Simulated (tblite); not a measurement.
## C4H7FOSi (charge +1): frequency calculation

The run: frequency calculation of C4H7FOSi, charge +1, multiplicity 2, SMILES [O+]=C1CC([SiH2]F)C1. Method and program: GFN2-xTB harmonic vibrations, gas phase (tblite 0.8.0).

It belongs to a series of runs on one base structure; here: electron removed.

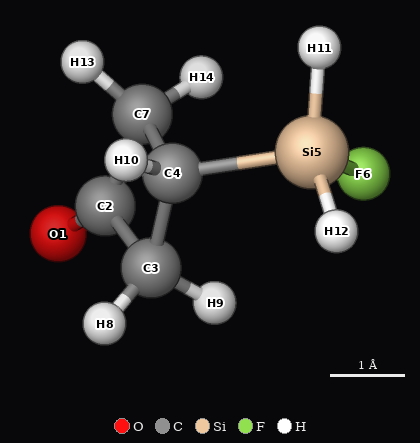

**Figure 1.** The structure as given in the input (ball-and-stick view, seen at a tilt; atoms are numbered from 1 in the order of the input).

Results in brief

```tsv
quantity	value
outcome	converged
total energy	−604.0691 eV
zero-point energy	60.3650 kcal/mol
hardware	1 CPU thread, shared host
peak memory	0.24 GiB
```

The input
```
{"job": {"kind": "ir", "xc": "GFN2-xTB", "basis": "xTB"}, "charge": 1, "multiplicity": 2}
O     -2.576577    -1.444837     0.318183
C     -1.612285    -0.778616     0.303539
C     -0.144732    -1.160923     0.743775
C      0.218115     0.292757     0.676406
Si     1.764141     0.749313    -0.493458
F      1.294385    -0.008813    -1.818731
C     -1.153653     0.611579     0.036891
H     -0.030221    -1.711809     1.676454
H      0.203006    -1.769581    -0.094921
H      0.380659     0.758326     1.644937
H      1.648634     2.175842    -0.723177
H      2.911859     0.055711     0.053090
H     -1.752192     1.334943     0.596551
H     -1.151818     0.895634    -1.016376
```

The first line tells a small driver script what to run in tblite; the rest is the geometry in Å.

Launch command:
```bash
OMP_NUM_THREADS=1 python <driver script> task.json out
```

Log
```
mode    cm-1     km/mol
  1      56.6      4.22
  2      63.0      4.59
  3     151.6     13.48
  4     187.7      0.92
  5     288.1      4.99
  6     416.1      2.83
  7     426.8     16.07
  8     459.6     27.87
  9     497.7     57.14
 10     512.8     52.61
 11     580.3    420.87
 12     675.5     86.42
 13     694.8    209.36
 14     717.0     17.87
 15     736.8     17.71
 16     854.2    167.77
 17     891.2     68.02
 18     921.1    194.17
 19     958.5     38.43
 20    1024.2     29.74
 21    1030.1     23.31
 22    1091.3    114.51
 23    1129.9     98.38
 24    1144.5      2.87
 25    1198.7     16.97
 26    1208.7      4.55
 27    1330.4     64.56
 28    1374.1     27.99
 29    1907.4    736.82
 30    2378.4     23.48
 31    2398.0    107.27
 32    2950.0     26.64
 33    2954.5     26.98
 34    2986.5      9.29
 35    3008.8      3.39
 36    3020.7      3.47
```

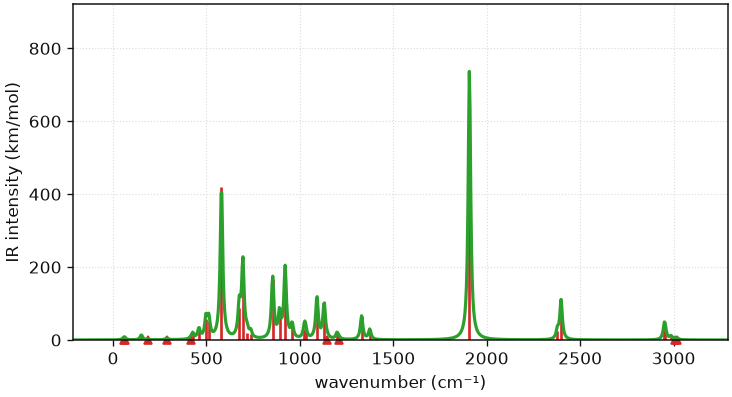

**Figure 2.** Harmonic infrared spectrum, unscaled: sticks (degenerate modes added up, dark ones marked on the axis) with a Lorentzian envelope of 16 cm⁻¹ full width, scaled to the tallest stick. 36 modes from 57 to 3021 cm⁻¹, none imaginary. The strongest line is at 1907 cm⁻¹ (737 km/mol).
